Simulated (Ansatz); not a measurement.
# NbRhC2, from a guessed structure to a relaxed one

This structure for NbRhC2 is made up. Its elements were placed in a known structure type with a cell scaled to their sizes. What cell does the guess relax to, and how far off was it?

Method: DFT, PBEsol, plane-wave PAW, default files, scalar-relativistic, no spin, cell and ions relaxed at zero pressure, in the first sound run; inputs show where later runs differ, in Ansatz 0.2.0.

## Step 1: Set-up

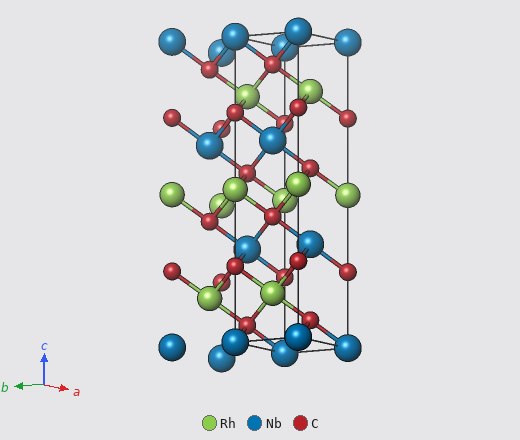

Start, viewed from a free direction; rhodium green, niobium blue, carbon red. 1×2×1 cells are drawn. This picture shows the conventional cell, with its axes. Bonds to atoms that aren't drawn are left out. Some periodic images of atoms are drawn too.

## Step 2: Relaxing cell and atoms

The guessed cell has no reason to be at equilibrium. It is relaxed with the atoms, within the space group of the guess.

File input.yaml:

```yaml
crystal:
  lattice:
    - [1.544, 0.891428816, 4.891]
    - [-1.544, 0.891428816, 4.891]
    - [0.0, -1.782857631, 4.891]
  atoms:
    - { symbol: Rh, position: [0.5, 0.5, 0.5] }
    - { symbol: Nb, position: [0.0, 0.0, 0.0] }
    - { symbol: C, position: [0.248733333, 0.248733333, 0.248733333] }
    - { symbol: C, position: [0.751266667, 0.751266667, 0.751266667] }
kpoints:
  mp_grid: { grid: [10, 10, 10] }
scf:
  occupations: { method: fermi_dirac, width: 0.05 }
hamiltonian:
  xc: pbesol
  pseudopotentials: { kind: paw }
relax:
  f_tol: 0.015
  max_steps: 70
  cell: {}
output:
  forces: true
  stress: true
```

On the command line:

```console
$ ansatz run input.yaml --threads 4 --pin off --max-ram 8192MiB --backend cpu --events-out ev --progress --plain --runs-dir out
```

Numbers of over 12 decimals in the logs are rounded to 6 here.

The log of the run:

```text
basis.fft_grid_basis auto: the FFT boxes are laid along the combinations [[1, 0, -1], [0, 1, -1], [0, 0, 1]] of the cell's own vectors, 3.088, 3.088 and 5.206 Å long. The dense box has 24×24×36 points. Along the cell's own vectors, as sized, it would have 36×36×36, 2.25 times as many. Of the 12 symmetry operations that the crystal satisfies within crystal.symmetry.tolerance (time reversal apart; of a slab, those that [...]
Engine: ansatz 0.2.0, x86_64-unknown-linux-gnu
Pseudopotentials: kind: paw
Pseudopotential: Rh, paw, valence charge 17, recommended cutoff 420 eV (normal), Rh.paw.azcp
Pseudopotential: Nb, paw, valence charge 13, recommended cutoff 420 eV (normal), Nb.paw.azcp
Pseudopotential: C, paw, valence charge 4, recommended cutoff 420 eV (normal), C.paw.azcp
Functional definition: PBEsol
  exchange = pbesol_x
  correlation = pbesol_c
Crystal: 4 atoms, lattice volume = 40.391 Å³
Basis set: ecut = 420 eV, 797 PW (Γ), FFT grids on a1−a3, a2−a3, a3, exchange–correlation on 48×48×72 points (8 copies of the dense FFT grid, shifted against one another)
Bands: 23, of which v1, the nominal top of the filled ones, is band 19 counted from 1 (18 counted from 0)
Symmetry: 12 space group operations
Space group: R-3m (ITA 166), of the structure as read, at distance tolerance 3.4e-5 Å
k-points: 116 of 1000
Non-local potential: Rh, projectors of the file, l = 0: 3, l = 1: 2, l = 2: 2, l = 3: 1
Non-local potential: Nb, projectors of the file, l = 0: 3, l = 1: 2, l = 2: 2, l = 3: 1
Non-local potential: C, projectors of the file, l = 0: 2, l = 1: 2, l = 2: 1
PAW form: soft (Blöchl's): semilocal exchange-correlation on the pseudo side does not see the compensation charge
PAW frozen core: Rh, regenerated for the run's functional, and the local potential with it (the file was generated under x = pbe(κ = 0.804, μ = 0.219515), c = pbe(β = 0.066725))
PAW frozen core: Nb, regenerated for the run's functional, and the local potential with it (the file was generated under x = pbe(κ = 0.804, μ = 0.219515), c = pbe(β = 0.066725))
PAW frozen core: C, regenerated for the run's functional, and the local potential with it (the file was generated under x = pbe(κ = 0.804, μ = 0.219515), c = pbe(β = 0.066725))
PAW one-centre angular grid: Rh, 590 points (default); XC on 64 Gauss nodes
PAW one-centre angular grid: Nb, 590 points (default); XC on 64 Gauss nodes
PAW one-centre angular grid: C, 110 points (default); XC on 64 Gauss nodes
Initial density: superposition of atomic densities (neutral atoms: chi_scale 0, normalization atom), corrected by the library's trained network
Initial wavefunctions: pseudopotential atomic-orbital guess
Functional: x = pbesol(κ = 0.804, μ = 0.123457), c = pbesol(β = 0.046)
SCF iter   1: F=—  HF=-11326.891117 eV  |F-HF|=—  |Δ(HF+E_count)|=         —  Δρ=1.63e-2  dr2=1.87e-1  ethr=1.77e-3  ⟨swp⟩=5.8  Hψ=10775  notcnv=0
preconditioner: auto → Kerker (q_TF=auto, 2.701 Å⁻¹)  [metal: Δε(μ)=0.035 eV  Ē_g=7.482 eV  σ=0.050 eV  W_gap=0.17  n_scr=16 (ndim 8)  ℏωp=27.4 eV  f_vac=0.000  D(μ)=0.98/eV (n_scr^D=2)]
SCF iter   2: F=—  HF=-11326.873341 eV  |F-HF|=—  |Δ(HF+E_count)|=   1.78e-2  Δρ=8.39e-3  dr2=5.54e-2  ethr=4.91e-4  ⟨swp⟩=1.1  Hψ=3614  notcnv=0
SCF iter   3: F=—  HF=-11326.865126 eV  |F-HF|=—  |Δ(HF+E_count)|=   8.22e-3  Δρ=1.16e-3  dr2=8.87e-4  ethr=1.46e-4  ⟨swp⟩=2.2  Hψ=3698  notcnv=0
SCF iter   4: F=—  HF=-11326.864921 eV  |F-HF|=—  |Δ(HF+E_count)|=   2.05e-4  Δρ=3.13e-4  dr2=1.31e-4  ethr=2.33e-6  ⟨swp⟩=2.2  Hψ=3935  notcnv=0
SCF iter   5: F=—  HF=-11326.864899 eV  |F-HF|=—  |Δ(HF+E_count)|=   2.23e-5  Δρ=8.98e-5  dr2=4.16e-6  ethr=3.46e-7  ⟨swp⟩=2.3  Hψ=3539  notcnv=0
SCF iter   6: F=—  HF=-11326.864893 eV  |F-HF|=—  |Δ(HF+E_count)|=   5.28e-6  Δρ=1.96e-5  dr2=1.35e-7  ethr=1.09e-8  ⟨swp⟩=2.0  Hψ=3769  notcnv=0
SCF iter   7: F=-11326.864893 eV  HF=-11326.864893 eV  |F-HF|=1.47e-9  |Δ(HF+E_count)|=   1.76e-8  Δρ=4.45e-6  dr2=6.05e-9  ethr=2.63e-10  ⟨swp⟩=4.0  Hψ=8794  notcnv=0
SCF 1 converged in 7 iterations: F = -11326.864893 eV  dr2 = 6.05e-9
  greatest PAW one-centre occupation: 1.000 electrons in one spin orbital (limit 2), on the Rh atom at site 0 (counted from 0), in its partial waves of l = 0
relax step   1: F+E_penalty+E_count = -11326.86489322 eV  Δ(F+E_penalty+E_count) = +0.000e0 eV  max|allowed force component| = 5.102e-1 eV/Å  Δτ_max = 0.0000 Å  P = +10.351 GPa  Ω = 40.391 Å³  (7 SCF iters, dr2 threshold 1.00e-7 eV, accepted)
Crystal: 4 atoms, lattice volume = 41.427 Å³
Basis set: ecut = 420 eV, 831 PW (Γ), FFT grids on a1−a3, a2−a3, a3, exchange–correlation on 48×48×72 points (8 copies of the dense FFT grid, shifted against one another)
Initial density: handed on by an earlier stage of this run
Initial wavefunctions: those handed on with the density
iter 1 solved again at ethr=5.91e-4 eV; its pass at ethr=3.10e-3 eV (dr2=2.25e-1 eV) is discarded
SCF iter   1: F=—  HF=-11327.217714 eV  |F-HF|=—  |Δ(HF+E_count)|=         —  Δρ=1.77e-2  dr2=2.29e-1  ethr=5.91e-4  ⟨swp⟩=1.0  Hψ=17369  notcnv=0
preconditioner: auto → Kerker (q_TF=auto, 2.689 Å⁻¹)  [metal: Δε(μ)=0.053 eV  Ē_g=7.339 eV  σ=0.050 eV  W_gap=0.26  n_scr=14 (ndim 8)  ℏωp=27.1 eV  f_vac=0.000  D(μ)=0.67/eV (n_scr^D=2)]
SCF iter   2: F=—  HF=-11327.196011 eV  |F-HF|=—  |Δ(HF+E_count)|=   2.17e-2  Δρ=8.59e-3  dr2=6.36e-2  ethr=5.91e-4  ⟨swp⟩=1.9  Hψ=2932  notcnv=0
SCF iter   3: F=—  HF=-11327.185875 eV  |F-HF|=—  |Δ(HF+E_count)|=   1.01e-2  Δρ=1.49e-3  dr2=3.03e-3  ethr=1.67e-4  ⟨swp⟩=2.1  Hψ=3508  notcnv=0
SCF iter   4: F=—  HF=-11327.185170 eV  |F-HF|=—  |Δ(HF+E_count)|=   7.05e-4  Δρ=4.91e-4  dr2=1.49e-4  ethr=7.98e-6  ⟨swp⟩=2.0  Hψ=3585  notcnv=0
SCF iter   5: F=—  HF=-11327.185129 eV  |F-HF|=—  |Δ(HF+E_count)|=   4.08e-5  Δρ=1.03e-4  dr2=5.32e-6  ethr=3.91e-7  ⟨swp⟩=2.0  Hψ=3762  notcnv=0
SCF iter   6: F=-11327.185128 eV  HF=-11327.185128 eV  |F-HF|=1.94e-7  |Δ(HF+E_count)|=   7.69e-7  Δρ=2.78e-5  dr2=3.60e-7  ethr=1.05e-9  ⟨swp⟩=4.9  Hψ=10078  notcnv=0
SCF 2 converged in 6 iterations: F = -11327.185128 eV  dr2 = 3.60e-7
relax step   2: F+E_penalty+E_count = -11327.18512820 eV  Δ(F+E_penalty+E_count) = -3.202e-1 eV  max|allowed force component| = 3.810e-1 eV/Å  Δτ_max = 0.0190 Å  P = -1.798 GPa  Ω = 41.427 Å³  energy of the carried Pulay correction = -1.948e-3 eV  (6 SCF iters, dr2 threshold 4.00e-7 eV, accepted)
Crystal: 4 atoms, lattice volume = 41.195 Å³
iter 1 solved again at ethr=7.49e-6 eV; its pass at ethr=3.10e-3 eV (dr2=2.85e-3 eV) is discarded
SCF iter   1: F=—  HF=-11327.207242 eV  |F-HF|=—  |Δ(HF+E_count)|=         —  Δρ=3.69e-3  dr2=2.86e-3  ethr=7.49e-6  ⟨swp⟩=1.9  Hψ=16681  notcnv=0
preconditioner: auto → Kerker (q_TF=auto, 2.692 Å⁻¹)  [metal: Δε(μ)=0.064 eV  Ē_g=7.328 eV  σ=0.050 eV  W_gap=0.30  n_scr=14 (ndim 8)  ℏωp=27.1 eV  f_vac=0.000  D(μ)=0.60/eV (n_scr^D=2)]
SCF iter   2: F=—  HF=-11327.207095 eV  |F-HF|=—  |Δ(HF+E_count)|=   1.47e-4  Δρ=2.03e-3  dr2=1.04e-3  ethr=7.49e-6  ⟨swp⟩=1.0  Hψ=2668  notcnv=0
SCF iter   3: F=—  HF=-11327.206967 eV  |F-HF|=—  |Δ(HF+E_count)|=   1.28e-4  Δρ=2.05e-4  dr2=3.56e-5  ethr=2.74e-6  ⟨swp⟩=2.4  Hψ=3508  notcnv=0
SCF iter   4: F=—  HF=-11327.206957 eV  |F-HF|=—  |Δ(HF+E_count)|=   9.44e-6  Δρ=7.96e-5  dr2=4.25e-6  ethr=9.37e-8  ⟨swp⟩=2.5  Hψ=3882  notcnv=0
iter 5 did not close the SCF: its close was put off for the readings that it lacked (scf_convergence_deferred on its scf_iter line)
SCF iter   5: F=-11327.206956 eV  HF=-11327.206956 eV  |F-HF|=3.15e-8  |Δ(HF+E_count)|=   8.95e-7  Δρ=1.77e-5  dr2=8.69e-8  ethr=1.12e-8  ⟨swp⟩=2.0  Hψ=3687  notcnv=0
SCF iter   6: F=-11327.206956 eV  HF=-11327.206956 eV  |F-HF|=7.54e-9  |Δ(HF+E_count)|=   8.08e-9  Δρ=4.69e-6  dr2=1.33e-8  ethr=2.29e-10  ⟨swp⟩=2.0  Hψ=8133  notcnv=0
SCF 3 converged in 6 iterations: F = -11327.206956 eV  dr2 = 1.33e-8
relax step   3: F+E_penalty+E_count = -11327.20695635 eV  Δ(F+E_penalty+E_count) = -2.183e-2 eV  max|allowed force component| = 2.750e-1 eV/Å  Δτ_max = 0.0118 Å  P = -1.108 GPa  Ω = 41.195 Å³  energy of the carried Pulay correction = -1.517e-3 eV  (6 SCF iters, dr2 threshold 4.00e-7 eV, accepted)
[...]
relax step   4: F+E_penalty+E_count = -11327.21127261 eV  Δ(F+E_penalty+E_count) = -4.316e-3 eV  max|allowed force component| = 9.924e-2 eV/Å  Δτ_max = 0.0096 Å  P = -0.432 GPa  Ω = 41.100 Å³  energy of the carried Pulay correction = -1.339e-3 eV  (6 SCF iters, dr2 threshold 4.00e-7 eV, accepted)
[...]
relax step   5: F+E_penalty+E_count = -11327.21201176 eV  Δ(F+E_penalty+E_count) = -7.392e-4 eV  max|allowed force component| = 8.465e-4 eV/Å  Δτ_max = 0.0055 Å  P = +0.015 GPa  Ω = 41.040 Å³  energy of the carried Pulay correction = -1.227e-3 eV  (6 SCF iters, dr2 threshold 4.00e-7 eV, accepted)
[...]
relax step   6: F+E_penalty+E_count = -11327.21699197 eV  Δ(F+E_penalty+E_count) = -4.980e-3 eV  max|allowed force component| = 1.908e-4 eV/Å  Δτ_max = 0.0000 Å  P = +0.147 GPa  Ω = 41.040 Å³  stress off target by 2.79e-1 GPa  SCF on the basis re-selected at this cell (its energy is not comparable with the rows above)  (6 SCF iters)
[...]
relax step   7: F+E_penalty+E_count = -11327.21701508 eV  Δ(F+E_penalty+E_count) = -2.311e-5 eV  max|allowed force component| = 3.264e-4 eV/Å  Δτ_max = 0.0002 Å  P = -0.008 GPa  Ω = 41.055 Å³  energy of the carried Pulay correction = -2.565e-5 eV  (6 SCF iters, dr2 threshold 1.94e-7 eV, accepted)
iter 1 solved again at ethr=3.51e-8 eV; its pass at ethr=3.10e-3 eV (dr2=1.33e-5 eV) is discarded
SCF iter   1: F=—  HF=-11327.217041 eV  |F-HF|=—  |Δ(HF+E_count)|=         —  Δρ=3.44e-6  dr2=9.09e-10  ethr=3.51e-8  ⟨swp⟩=3.2  Hψ=17775  notcnv=0
eigensolver tolerance schedule: the retry pair's looser diagonalisation over-reported the residual by 14673.75 of it (diagonalisation noise at 0.20 of the residual, at the tolerance the schedule requests for it); recorded, not acted on — ethr = c·dr2/N_el stays at c = 1.0e-1
preconditioner: auto → Kerker (q_TF=auto, 2.693 Å⁻¹)  [metal: Δε(μ)=0.070 eV  Ē_g=7.355 eV  σ=0.050 eV  W_gap=0.31  n_scr=14 (ndim 8)  ℏωp=27.2 eV  f_vac=0.000  D(μ)=0.60/eV (n_scr^D=2)]
SCF iter   2: F=—  HF=-11327.217042 eV  |F-HF|=—  |Δ(HF+E_count)|=   9.31e-7  Δρ=1.79e-6  dr2=3.63e-10  ethr=2.39e-12  ⟨swp⟩=3.3  Hψ=6636  notcnv=0
SCF iter   3: F=—  HF=-11327.217042 eV  |F-HF|=—  |Δ(HF+E_count)|=  2.31e-10  Δρ=7.66e-7  dr2=1.01e-10  ethr=1.00e-12  ⟨swp⟩=1.0  Hψ=2668  notcnv=0
iter 4 did not close the SCF: its close was put off for the readings that it lacked (scf_convergence_deferred on its scf_iter line)
SCF iter   4: F=-11327.217042 eV  HF=-11327.217042 eV  |F-HF|=7.28e-12  |Δ(HF+E_count)|=  4.37e-11  Δρ=9.16e-8  dr2=7.09e-12  ethr=1.00e-12  ⟨swp⟩=1.0  Hψ=2668  notcnv=0
iter 5 did not close the SCF: its close was put off for the readings that it lacked (scf_convergence_deferred on its scf_iter line)
SCF iter   5: F=-11327.217042 eV  HF=-11327.217042 eV  |F-HF|=0.00e0  |Δ(HF+E_count)|=  3.64e-12  Δρ=3.49e-8  dr2=1.13e-12  ethr=1.00e-12  ⟨swp⟩=1.0  Hψ=2668  notcnv=0
iter 6 did not close the SCF: its close was put off for the readings that it lacked (scf_convergence_deferred on its scf_iter line)
SCF iter   6: F=-11327.217042 eV  HF=-11327.217042 eV  |F-HF|=1.82e-12  |Δ(HF+E_count)|=  1.82e-12  Δρ=1.25e-8  dr2=4.50e-14  ethr=1.00e-12  ⟨swp⟩=1.0  Hψ=2668  notcnv=0
iter 7 did not close the SCF: its close was put off for the readings that it lacked (scf_convergence_deferred on its scf_iter line)
SCF iter   7: F=-11327.217042 eV  HF=-11327.217042 eV  |F-HF|=0.00e0  |Δ(HF+E_count)|=  1.82e-12  Δρ=5.92e-9  dr2=1.57e-14  ethr=1.00e-12  ⟨swp⟩=1.0  Hψ=2668  notcnv=0
SCF iter   8: F=-11327.217042 eV  HF=-11327.217042 eV  |F-HF|=0.00e0  |Δ(HF+E_count)|=    0.00e0  Δρ=2.89e-9  dr2=3.05e-15  ethr=1.00e-12  ⟨swp⟩=1.4  Hψ=5863  notcnv=0
SCF 8 converged in 8 iterations: F = -11327.217042 eV  dr2 = 3.05e-15
relax step   8: F+E_penalty+E_count = -11327.21704224 eV  Δ(F+E_penalty+E_count) = -2.716e-5 eV  max|allowed force component| = 3.271e-4 eV/Å  Δτ_max = 0.0000 Å  P = -0.009 GPa  Ω = 41.055 Å³  stress off target by 1.56e-2 GPa  SCF on the basis re-selected at this cell (its energy is not comparable with the rows above)  (8 SCF iters)
basis re-selected at this cell: Δ(F+E_penalty+E_count) = -2.716e-5 eV, ΔP = -0.000 GPa vs the last step (what re-selecting the basis moved, of the pressure what is left beyond the Pulay correction that the steps carried, after the strain that the cell walked since its last selection, with what the two solves' SCF thresholds leave and, on support functions, any second-order correction that the steps lacked; it is no m [...]
SCF converged after 8 iterations
Free energy (F): -11327.217042 eV
Harris-Foulkes:  -11327.217042 eV  (|F-HF|=0.00e0)
Internal energy: -11327.211572 eV  (E = F + TS)
E sigma→0 (E₀):  -11327.214307 eV
Entropy (-TS):   -0.005471 eV (-1.368 meV/atom)
Fermi energy:    19.802709 eV
--- Per-component energies (eV) ---
  E_band       = -112.630296
  E_kinetic    = 1146.876257
  E_local      = -2544.902934  (includes V_loc(G=0)·N_el)
  E_nonlocal   = 527.889123
  E_hartree    = 880.378356
  E_xc         = -492.671106
  E_vxc        = -612.084154  (∫ρ·V_xc dr)
  E_paw        = -6730.236481  (= ΣΔE_a)
  E_vpaw       = -391.166125  (= ΣTr[D̂ρ^β])
  E_aug_tail   = 0.000823  (compensation charges beyond the density's cutoff)
  E_ewald      = -4115.052721
  E_core_change = 0.507110  (= ΣΔE_core)
  E_smearing   = -0.005471  (= −TS)
  E_closure    = 0.000000  (closes the sum)
  Σ components = -11327.217042   (vs F -11327.217042, Δ=0.00e0)
--- Forces (eV/Å), atoms counted from 1 ---
  atom   1  Rh    -0.00000000     0.00000000     0.00000000
  atom   2  Nb     0.00000000     0.00000000     0.00000000
  atom   3  C     -0.00000000     0.00000000     0.00032707
  atom   4  C      0.00000000    -0.00000000    -0.00032707
  max |Σ_I F_I| component: 4.63e-18 eV/Å
--- Stress (GPa, compression-positive) ---
       -0.005224       0.000000       0.000000
        0.000000      -0.005224      -0.000000
        0.000000      -0.000000      -0.015607
  P = ⅓ Tr σ = -0.0087 GPa (-0.087 kbar)
--- Relaxed structure (6 steps of the walk, 6 accepted, 2 SCFs on fresh bases) ---
  F+E_penalty+E_count = -11327.21704224 eV   max|allowed force component| = 3.271e-4 eV/Å   (the final SCF, on the basis selected at the relaxed cell)
  cell:  # Å, volume = 41.0546 Å³
    - [1.612576, 0.931021, 4.557541]
    - [-1.612576, 0.931021, 4.557541]
    - [0, -1.862043, 4.557541]
  atoms:
    - { symbol: Rh, position: [0.500000, 0.500000, 0.500000] }
    - { symbol: Nb, position: [0, 0, 0] }
    - { symbol: C, position: [0.245589, 0.245589, 0.245589] }
    - { symbol: C, position: [0.754411, 0.754411, 0.754411] }
```

Elapsed: 6.6 s, on 4 threads of Intel Xeon 6975P-C (Granite Rapids), shared host; peak memory 0.47 GiB.

The steps of the relaxation:

```
step  energy less that of the first step (eV)  largest force component (eV/Å)  pressure (GPa)  volume (Å³)
   1                                   0.0000                          0.5102           10.35        40.39
   2                                  -0.3202                          0.3810           -1.80        41.43
   3                                  -0.3421                          0.2750           -1.11        41.20
   4                                  -0.3464                          0.0992           -0.43        41.10
   5                                  -0.3471                          0.0008            0.02        41.04
  6*                                  -0.3521                          0.0002            0.15        41.04
   7                                  -0.3521                          0.0003           -0.01        41.05
  8*                                  -0.3521                          0.0003           -0.01        41.05
```

Relaxation steps marked * repeat the geometry before them on a plane-wave basis chosen anew for their cell, so energy and pressure can jump there.

The run keeps the 12 symmetry operations that it works with, so distortions that break them were not tested.

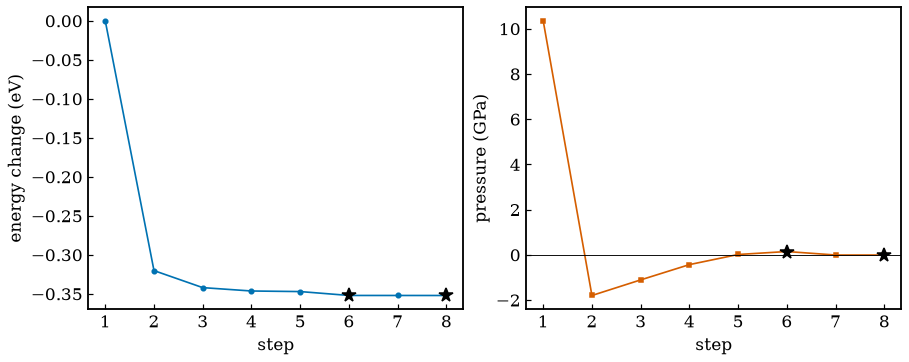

Energy and pressure along the relaxation. Stars mark steps on a basis chosen anew.

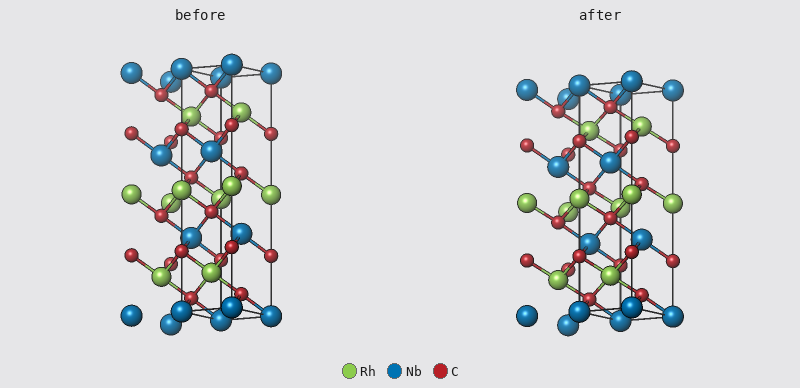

Before and after, at one scale. Bonds to atoms that aren't drawn are left out.

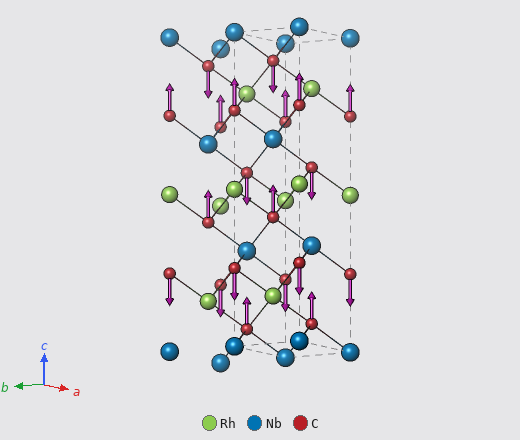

Displacements in the relaxation, exaggerated, measured against the changing cell; the longest in the cell stands for 0.04 Å. Bonds to atoms that aren't drawn are left out. 1×2×1 conventional cells are drawn. Some periodic images of atoms are drawn too.

```
conventional cell, symmetrised  before   after  change
                         a (Å)   3.088   3.225  +4.4 %
                         b (Å)   3.088   3.225  +4.4 %
                         c (Å)  14.673  13.673  -6.8 %
              volume (Å³/atom)   10.10   10.26  +1.6 %
```

The atoms that moved most (Å, as changes of fractional coordinates times the final cell):

```
atom     dx     dy      dz  length
  C3  0.000  0.000  -0.043   0.043
  C4  0.000  0.000   0.043   0.043
```

This step gave:

| Property | Result |
| --- | --- |
| free energy | -11327.2170 eV |
| energy at zero smearing | -11327.2143 eV |
| smearing term TS | 0.005471 eV |
| Fermi energy | 19.80 eV |
| electrons | 38 |
| symmetry operations | 12 |
| pressure | -0.008685 GPa |

Shortest distances by pair of elements, guess and relaxed (not always the same contact):

```
 pair  guess (Å)  relaxed (Å)
 C–Rh      2.151        2.152
 C–Nb      2.172        2.215
  C–C      2.996        2.850
Nb–Rh      3.026        2.943
Rh–Rh      3.088        3.225
```

The relaxation ends with a largest force component of 3.3e-4 eV/Å and a pressure of -0.01 GPa.

[end of part 1 of 2]

[Logs are printed without paths, hosts, clocks, repeated set-up lines and the standing remarks that a program may print on its own settings, such as how far it seeks lower states.]

[Hosts, paths, dates, database ids (printed as entryN), source tags and the programs' standing remarks are cut or masked in the printed files.]
